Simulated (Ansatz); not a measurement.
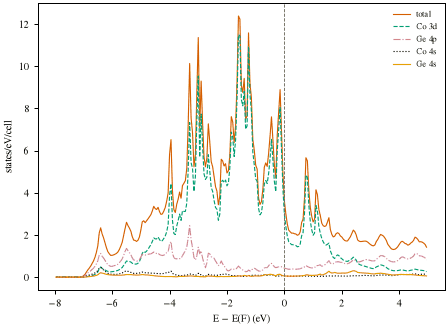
*Total and projected density of states of Co$_{3}$Ge$_{2}$ in space group P-6m2 (No. 187; Co on 2i, Co on 1b, Ge on 1a, Ge on 1d), DFT-r²SCAN in the program Ansatz with PAW potentials*

Task: Which orbitals carry the states next to the Fermi level?

Result: Within 0.5 eV of the Fermi level: Co 3d 84 %, Ge 4p 10 %. Projections are on Löwdin-orthogonalised atomic valence shells; empty p or d shells of many metals are not among them.

Task: Where is the tallest occupied peak in this window, and what makes it?

Result: Near -1.6 eV, about 12 states/eV per cell; the largest projected share is Co 3d.

The workflow started from a Materials Project entry (that database holds measured and hypothetical structures alike); the Crystallography Open Database copy checked does not list it. Whether it is the stable phase at ambient conditions was not checked. Symmetry was held in the r²SCAN relaxation; whether a distortion lowers the energy is not shown. Magnetic state: ferromagnetic, the only order run, not a proven ground state. Other orbital occupations within this spin state were not tried. Spin–orbit coupling is left out wherever it is not named.

Potentials: the later of the program's two PAW sets.
